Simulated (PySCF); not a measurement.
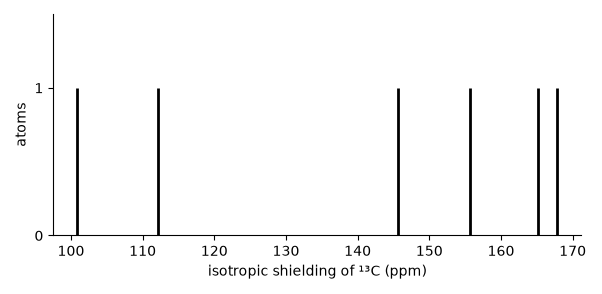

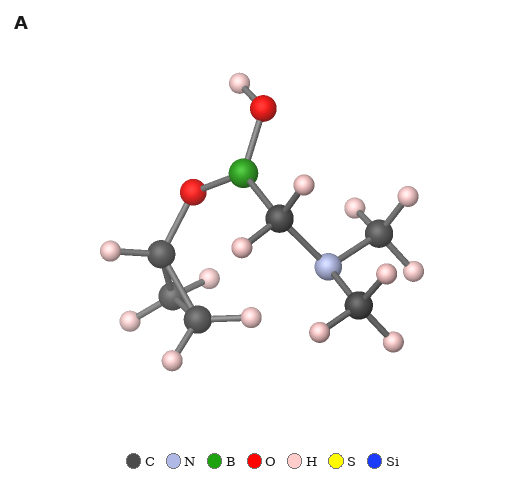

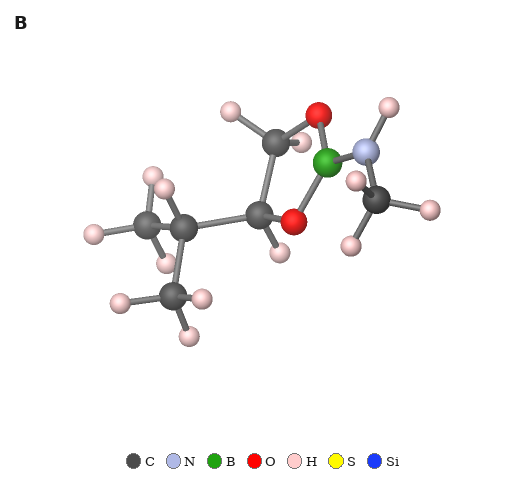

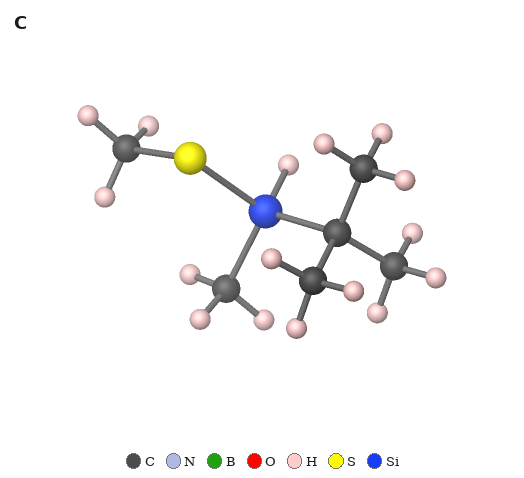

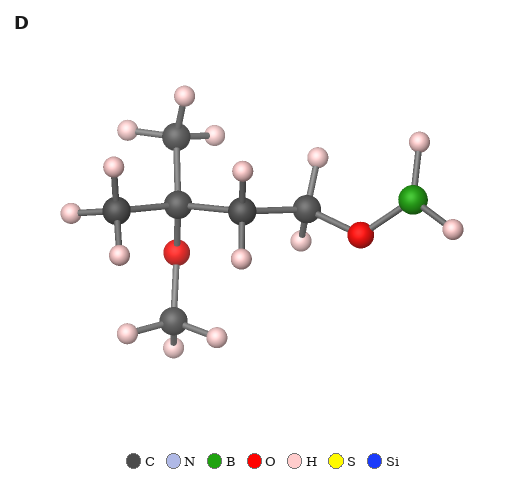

The sticks are computed shieldings of one of the molecules, for one fixed geometry (GFN2-xTB) without averaging over rotations. Low shielding means a high chemical shift. Method: GIAO PBE0/pcSseg-1 NMR shielding, non-relativistic, gas phase (PySCF 2.14.0).

Question: Which molecule gives this pattern?

Answer: B, `CNB1OC[C@H](C(C)C)O1`. Its 6 C atoms give lines at 100.9, 112.1, 145.6, 155.7, 165.2, 167.9 ppm.

The geometry is semi-empirical. Around B, Si such bond lengths and angles can be off by a tenth of an ångström or more and by several degrees, and values that hang on the shape move with them.
